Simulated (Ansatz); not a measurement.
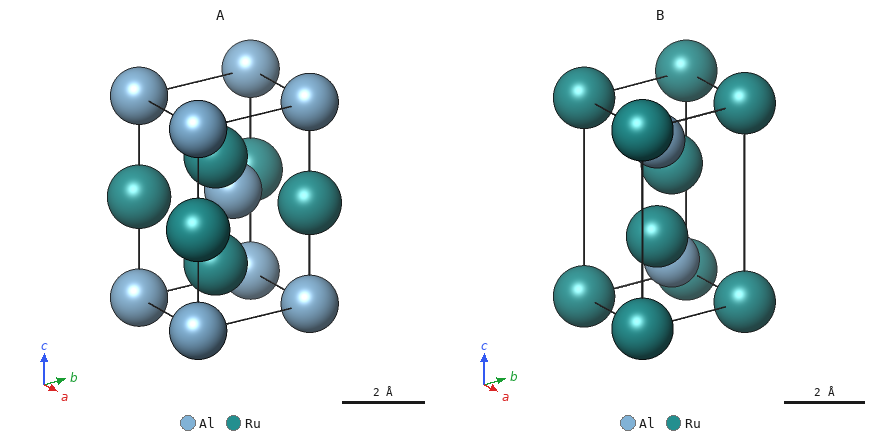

Two structures of Al$_{2}$Ru$_{3}$, each relaxed to rest (conventional cells in solid outline, small ones repeated, not to one scale). Method: DFT PBE, scalar-relativistic, plane waves, PAW in Ansatz 0.2.0, without spin polarisation.

Which structures are these?

A: 5 atoms a cell on a primitive hexagonal lattice, P-6m2. B: 5 atoms a cell on a primitive hexagonal lattice, P-3m1.

Which form lies lower?

A is lower, by 104 meV/atom at this level of theory (energies at zero smearing). Volumes: A 15.7, B 15.0 Å³/atom.

One or both may be structure types tried for this composition rather than known phases.
